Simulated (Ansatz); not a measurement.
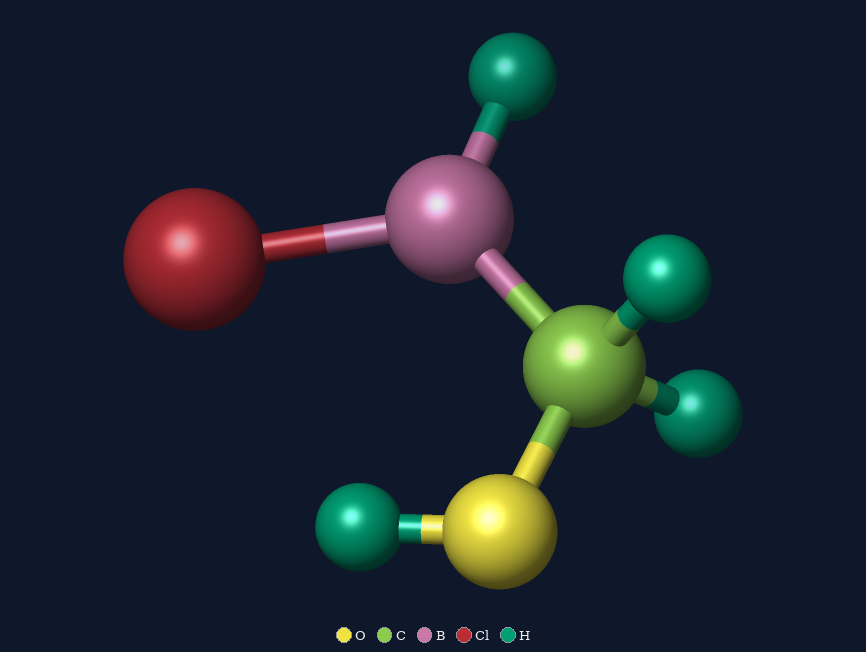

A ball-and-stick model of a molecule.

What does the picture show?

Formula CH₄BClO. Its SMILES string is `OCBCl`. It has no ring. Among its groups: alcohol, B–H bond. This geometry has Cs symmetry. Coordination: 1 O bent; 1 C tetrahedral; 1 B trigonal planar.

The parts below concern this one geometry. Atoms keep their numbers from picture to picture. Computed geometry: PBE0-D4/def2-TZVP optimisation.

Vibrations

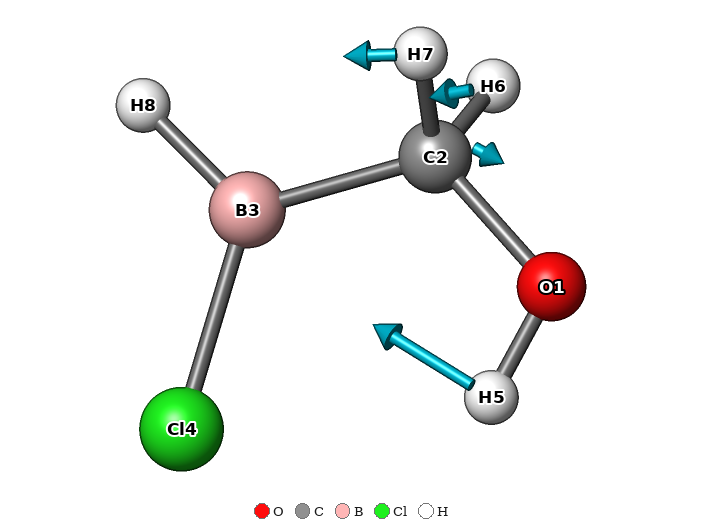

The arrows show one normal mode. Harmonic vibrations computed with RKS PBE0-D4/def2-TZVP (Ansatz 0.2.0) at a stationary point of the same level.

Estimate its harmonic wavenumber.

1270 cm⁻¹; it is mode 12 of 18 counted from the lowest.

Levels of theory compared

Program: Ansatz 0.2.0.

At this fixed geometry, give HOMO–LUMO gap (eV) at these levels: B3LYP-D4/def2-TZVPP; BHLYP-D4/def2-TZVPP; CAM-B3LYP-D4/def2-TZVPP; PBE-D4/def2-TZVPP; PBE0-D4/def2-QZVPP; PBE0-D4/def2-SVP; SPW92 (LDA)/def2-TZVPP; r2SCAN-D4/def2-TZVPP; revPBE-D4/def2-TZVPP; ωB97M-V/def2-QZVPP; ωB97M-V/def2-TZVPP; ωB97X-V/def2-TZVPP.

```json
{"level": "B3LYP-D4/def2-TZVPP", "HOMO–LUMO gap (eV)": "6.17"}
{"level": "BHLYP-D4/def2-TZVPP", "HOMO–LUMO gap (eV)": "9.35"}
{"level": "CAM-B3LYP-D4/def2-TZVPP", "HOMO–LUMO gap (eV)": "9.26"}
{"level": "PBE-D4/def2-TZVPP", "HOMO–LUMO gap (eV)": "4.00"}
{"level": "PBE0-D4/def2-QZVPP", "HOMO–LUMO gap (eV)": "6.67"}
{"level": "PBE0-D4/def2-SVP", "HOMO–LUMO gap (eV)": "6.45"}
{"level": "SPW92 (LDA)/def2-TZVPP", "HOMO–LUMO gap (eV)": "3.90"}
{"level": "r2SCAN-D4/def2-TZVPP", "HOMO–LUMO gap (eV)": "4.70"}
{"level": "revPBE-D4/def2-TZVPP", "HOMO–LUMO gap (eV)": "4.05"}
{"level": "ωB97M-V/def2-QZVPP", "HOMO–LUMO gap (eV)": "11.11"}
{"level": "ωB97M-V/def2-TZVPP", "HOMO–LUMO gap (eV)": "11.12"}
{"level": "ωB97X-V/def2-TZVPP", "HOMO–LUMO gap (eV)": "11.40"}
```

Charges

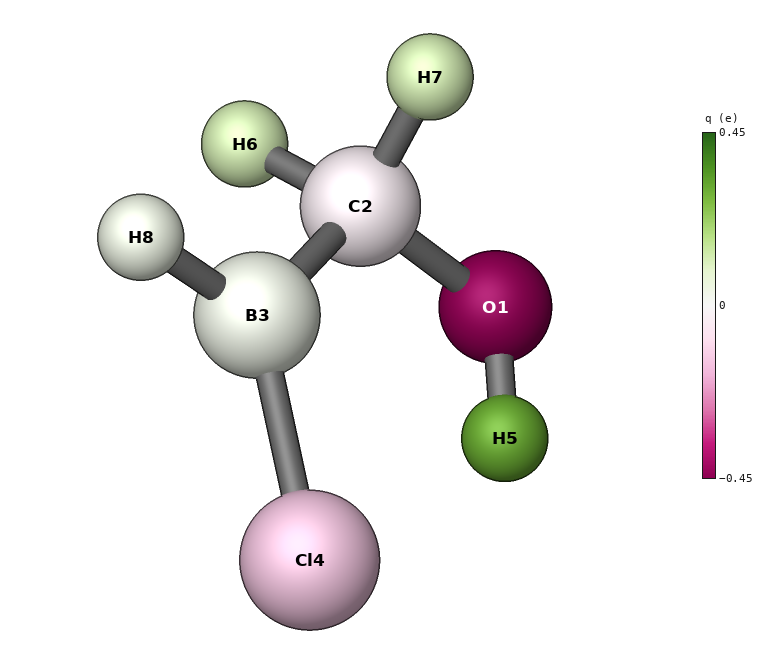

Atoms are coloured by their Mulliken charges. Level of theory: RKS PBE0-D4/def2-TZVP (Ansatz 0.2.0).

List the Mulliken charges.

```json
{"atom": "O1", "value (e)": "−0.44"}
{"atom": "C2", "value (e)": "−0.03"}
{"atom": "B3", "value (e)": "0.03"}
{"atom": "Cl4", "value (e)": "−0.14"}
{"atom": "H5", "value (e)": "0.30"}
{"atom": "H6", "value (e)": "0.12"}
{"atom": "H7", "value (e)": "0.12"}
{"atom": "H8", "value (e)": "0.04"}
```

Mulliken values depend strongly on the basis set and can even reverse the polarity of a bond.
